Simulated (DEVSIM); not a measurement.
System: Schottky contact on n-type Ge, at 400 K.

| layer (left to right) | material | thickness (μm) | Nd (cm⁻³) | τn (s) | τp (s) |
|---|---|---|---|---|---|
| 1 | Ge | 0.330 | 3.5e16 | 3.9e-6 | 3.9e-6 |
| 2 | Ge | 11.0 | 5.3e17 | 3.9e-6 | 1.2e-7 |

Left contact: Schottky, work function 4.35 eV, emission velocity 5e6 cm/s. Right contact: ohmic. Voltage is applied to the left contact. Recombination: SRH at mid-gap, radiative. Mobility is μmin + (μ − μmin)/(1 + (N/Nref)^α).

The device is made up for the run: typed textbook-type constants, with dimensions and the other settings drawn at random. Values at 300 K; Nc and Nv go as T^1.5, mobilities as T to minus their exponent, the gap by Varshni's rule with the affinity fixed.

```
parameter               Ge
----------------  --------
gap (eV)             0.664
affinity (eV)            4
permittivity            16
Nc (cm⁻³)          1.04e19
Nv (cm⁻³)             6e18
μn (cm²/Vs)           3900
μp (cm²/Vs)           1900
μn,min                 150
μp,min                 100
Nref,n              2.6e17
Nref,p                4e17
αn                    0.56
αp                     0.6
T exponent of μn      1.66
T exponent of μp      2.33
B (cm³/s)          6.4e-14
Varshni α (eV/K)  0.000477
Varshni β (K)          235
```

DEVSIM, 1D drift-diffusion, Boltzmann statistics, complete ionisation; no tunnelling, impact ionisation, image-force lowering or self-heating. Metal contacts follow the ideal Schottky-Mott rule: no Fermi-level pinning, no interface dipoles.

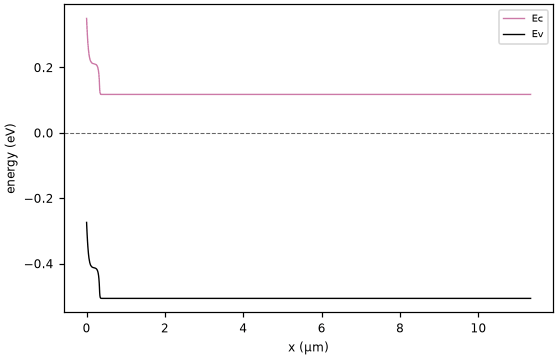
Band edges at zero bias

Energies count from the Fermi level of the right contact; mesh points crowd at the junctions.

| x (μm) | Ec (eV) | Ev (eV) | n (cm⁻³) | p (cm⁻³) | field (V/cm) |
|---|---|---|---|---|---|
| 0.000 | 0.350 | -0.274 | 6.2e14 | 3.3e15 | -29000 |
| 0.02277 | 0.294 | -0.330 | 3.2e15 | 6.4e14 | -20000 |
| 0.06073 | 0.240 | -0.384 | 1.5e16 | 1.4e14 | -8700 |
| 0.1324 | 0.214 | -0.410 | 3.2e16 | 6.3e13 | -1000 |
| 0.2474 | 0.208 | -0.416 | 3.8e16 | 5.3e13 | -1000 |
| 0.2947 | 0.195 | -0.429 | 5.5e16 | 3.7e13 | -5800 |
| 0.3231 | 0.163 | -0.461 | 1.4e17 | 1.4e13 | -21000 |
| 0.3502 | 0.120 | -0.504 | 5.0e17 | 4.1e12 | -2800 |
| 0.3909 | 0.117 | -0.507 | 5.3e17 | 3.8e12 | -14 |
| 0.4755 | 0.117 | -0.507 | 5.3e17 | 3.8e12 | ≈ 0 |
| 0.6308 | 0.117 | -0.507 | 5.3e17 | 3.8e12 | ≈ 0 |
| 1.100 | 0.117 | -0.507 | 5.3e17 | 3.8e12 | ≈ 0 |
| 1.891 | 0.117 | -0.507 | 5.3e17 | 3.8e12 | ≈ 0 |
| 3.343 | 0.117 | -0.507 | 5.3e17 | 3.8e12 | ≈ 0 |
| 7.198 | 0.117 | -0.507 | 5.3e17 | 3.8e12 | ≈ 0 |
| 9.271 | 0.117 | -0.507 | 5.3e17 | 3.8e12 | ≈ 0 |
| 10.27 | 0.117 | -0.507 | 5.3e17 | 3.8e12 | ≈ 0 |
| 10.81 | 0.117 | -0.507 | 5.3e17 | 3.8e12 | ≈ 0 |
| 11.13 | 0.117 | -0.507 | 5.3e17 | 3.8e12 | ≈ 0 |
| 11.24 | 0.117 | -0.507 | 5.3e17 | 3.8e12 | ≈ 0 |
| 11.30 | 0.117 | -0.507 | 5.3e17 | 3.8e12 | ≈ 0 |
| 11.33 | 0.117 | -0.507 | 5.3e17 | 3.8e12 | ≈ 0 |
